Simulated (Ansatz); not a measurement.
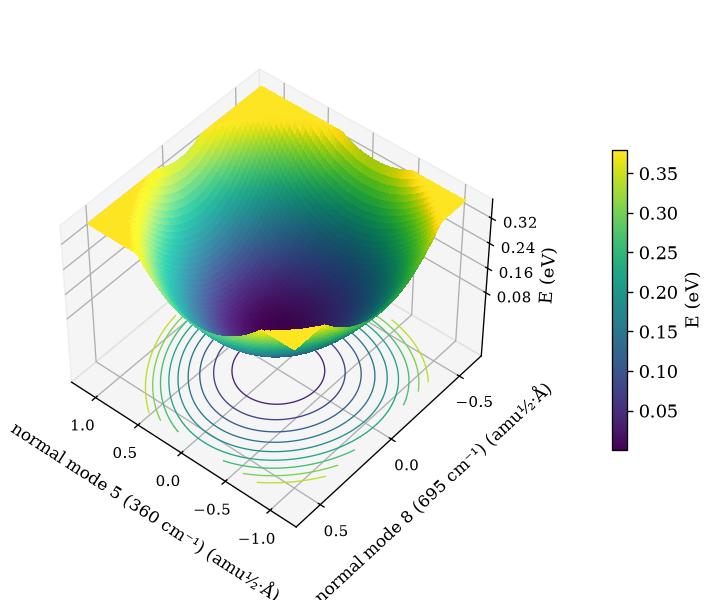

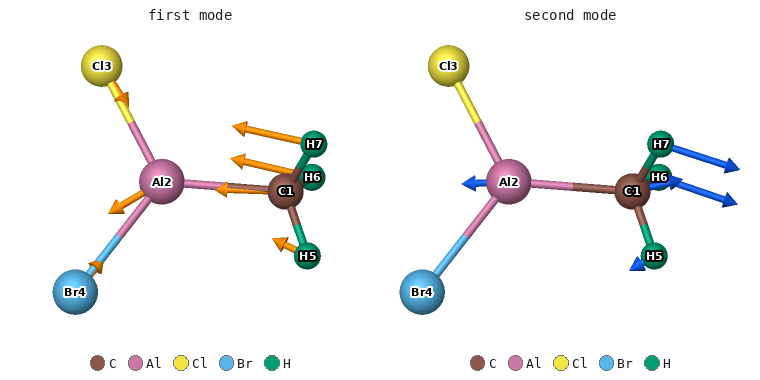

Energy landscape of CH3AlBrCl, SMILES [CH3][Al]([Cl])[Br]. First axis: normal mode 5 (360 cm⁻¹). Second axis: normal mode 8 (695 cm⁻¹). Nothing is relaxed (straight displacements along the two mass-weighted modes). Grid: 11 × 11 points. Points are written as (first, second). All energies are given in eV relative to the relaxed molecule at the same level. The calculation used RKS CAM-B3LYP-D4/def2-SVP (Ansatz).

The picture shows a relief with its contours projected below, any walls above the top of the colour scale cut off. Between grid points the surface is interpolated. The second picture is the structure at the lowest point

Q: Summarise what can be read from the map.

A: The lowest grid point is at (0.000 amu½·Å, 0.000 amu½·Å), 0.000 eV from the relaxed molecule at the same level. No other kind of well shows on this grid. The highest grid point, (1.122 amu½·Å, −0.581 amu½·Å), lies 0.777 eV above the lowest.

The values on the grid:

```
normal mode 8 (695 cm⁻¹) ↓, normal mode 5 (360 cm⁻¹) →  −1.122  −0.898  −0.673  −0.449  −0.225  0.000  0.225  0.449  0.673  0.898  1.122
                                                 0.581   0.510   0.420   0.349   0.298   0.269  0.265  0.287  0.339  0.423  0.543  0.702
                                                 0.465   0.424   0.335   0.263   0.211   0.180  0.173  0.192  0.240  0.320  0.435  0.588
                                                 0.348   0.356   0.266   0.194   0.141   0.109  0.100  0.116  0.161  0.237  0.346  0.494
                                                 0.232   0.304   0.215   0.143   0.089   0.056  0.045  0.060  0.102  0.174  0.280  0.422
                                                 0.116   0.271   0.182   0.110   0.057   0.023  0.012  0.025  0.065  0.134  0.237  0.376
                                                 0.000   0.257   0.170   0.098   0.045   0.012  0.000  0.012  0.051  0.119  0.220  0.356
                                                −0.116   0.263   0.178   0.108   0.056   0.023  0.012  0.025  0.064  0.132  0.231  0.366
                                                −0.232   0.291   0.208   0.141   0.091   0.060  0.051  0.065  0.105  0.174  0.274  0.409
                                                −0.348   0.343   0.263   0.199   0.152   0.125  0.119  0.136  0.178  0.250  0.352  0.489
                                                −0.465   0.420   0.344   0.285   0.243   0.220  0.218  0.240  0.287  0.362  0.469  0.610
                                                −0.581   0.525   0.455   0.402   0.366   0.349  0.353  0.381  0.434  0.516  0.629  0.777
```

Time for the 121 points that were run: 11 min on 1 thread of Arm Neoverse V2, with other jobs on the host.
